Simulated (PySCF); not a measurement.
**GeO (charge +1, doublet): density, localisation and related maps**

| atom | x (Å) | y (Å) | z (Å) |
| --- | --- | --- | --- |
| Ge | 0.0000 | 0.0000 | -0.3156 |
| O | 0.0000 | 0.0000 | 1.4584 |

All numbers below come from PBE0/cc-pVTZ(-PP), non-relativistic Hamiltonian with scalar-relativistic core potentials where named, at a bond length of 1.774 Å (PySCF 2.14.0).

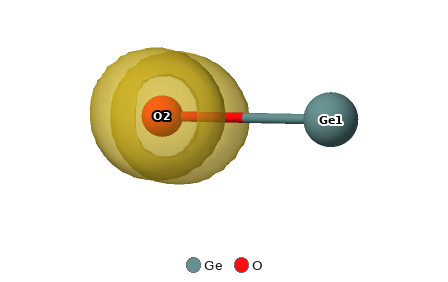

Figure 1. Isosurface of the spin density (α minus β) at +0.08 e/Å³ (yellow), seen from one side.

Which atoms carry the spin?

Answer. The unpaired spin (1 electron) lies mostly on O2 (about 0.9), in electrons by Hirshfeld's partition.

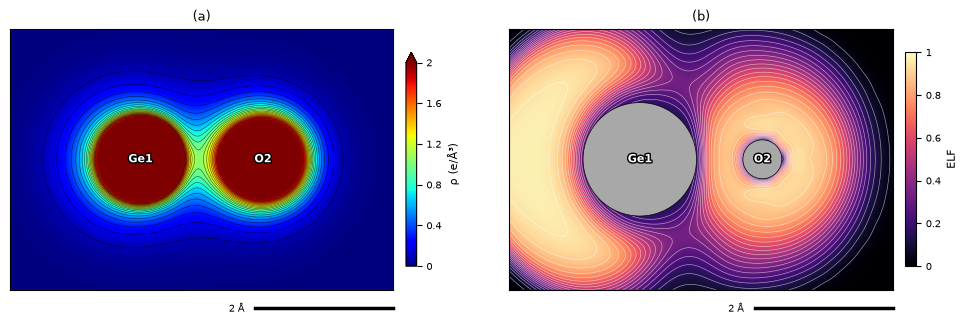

Figure 2. (a) total electron density; (b) ELF on a plane that holds the molecular axis. Grey discs cover the atomic cores in the ELF map.

What do the fields say about this system?

Answer.
- The section cuts through Ge and O sites.
- Ge–O (1.77 Å): ρ is about 1.1 e/Å³ halfway; the ELF peaks at about 0.85 in the valence shell of O, 0.5 Å from its nucleus, and is about 0.35 at the midpoint.
- The ELF also peaks beside O2, away from the bonds: non-bonding electrons, paired or unpaired.

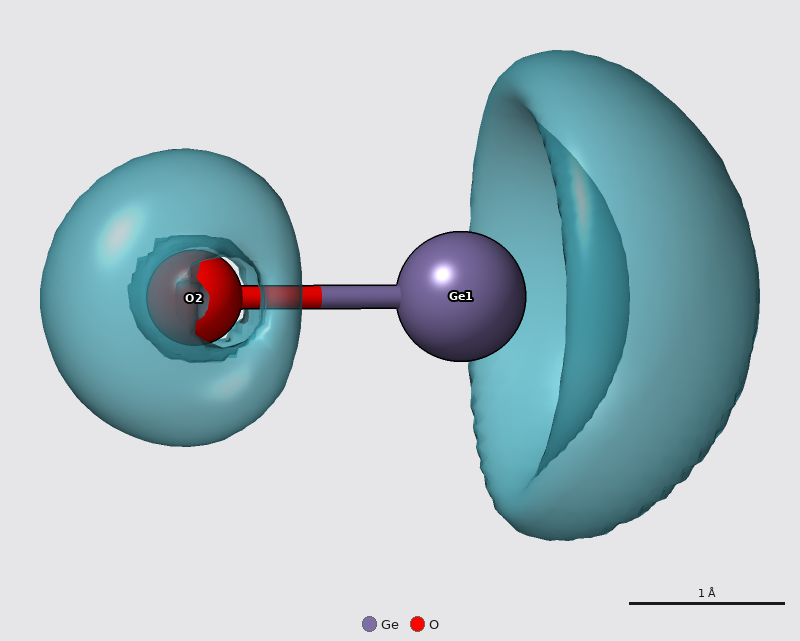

Figure 3. Isosurface of the ELF at 0.8 (cyan), seen from one side. Core shells and regions of very low density are left out.

Identify the bonds, lone pairs and shells in this picture.

Answer. The surface consists of one lobe on Ge, pointing away from the bonds (non-bonding electrons) and one region wrapped around O (its valence shell).
